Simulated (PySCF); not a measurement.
```yaml
atoms:
  - { symbol: O, position_ang: [-0.5933, 1.8569, -1.0899] }
  - { symbol: C, position_ang: [-0.4515, 0.7808, -0.5077] }
  - { symbol: C, position_ang: [0.7221, 0.2717, 0.0328] }
  - { symbol: C, position_ang: [1.4576, -0.7451, 0.7252] }
  - { symbol: C, position_ang: [2.1234, 0.3447, 0.3290] }
  - { symbol: C, position_ang: [-1.6521, -0.1803, -0.3049] }
  - { symbol: F, position_ang: [-2.7864, 0.2782, -0.8152] }
  - { symbol: F, position_ang: [-1.4136, -1.3855, -0.8642] }
  - { symbol: F, position_ang: [-1.8667, -0.4257, 1.0050] }
  - { symbol: H, position_ang: [1.4394, -1.6944, 1.2035] }
  - { symbol: H, position_ang: [3.0266, 0.9013, 0.2606] }
```

Geometry: GFN2-xTB.

These are results of UKS B3LYP, pcH-1 on C F H O, non-relativistic, mean-field spin-orbit, GIAO (PySCF), not measurements.

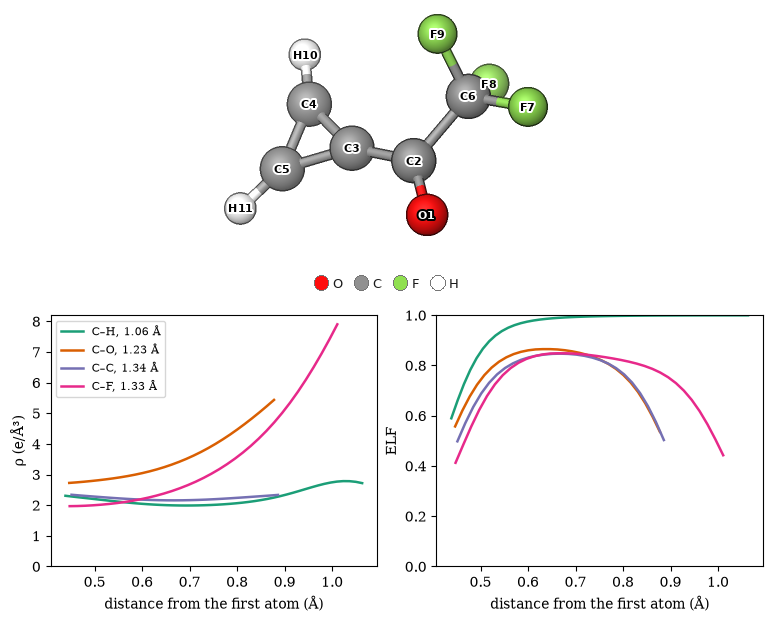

C5H2F3O (SMILES O=C([C]1C=C1)C(F)(F)F) (doublet). Electron density and electron localisation function along straight lines between neighbouring atoms. The curves leave out the atomic cores. The structure is drawn too.

> What kind of bonding do the profiles show?

C–H (1.06 Å): the density is about 2.1 e/Å³ at the midpoint; the ELF climbs to about 1 towards the hydrogen, as it does in any bond to H; an ordinary covalent bond to hydrogen.
C–O (1.23 Å): ρ is about 3.1 e/Å³ halfway; the ELF peaks at about 0.85 between the atoms: a short, strongly polar bond.
C–C (1.34 Å): ρ at the midpoint is about 2.2 e/Å³; the ELF peaks at about 0.85 between the atoms: a short, multiple covalent bond.
C–F (1.33 Å): ρ at the midpoint is about 2.5 e/Å³; the ELF peaks at about 0.85 between the atoms (a shared but strongly polarised pair).
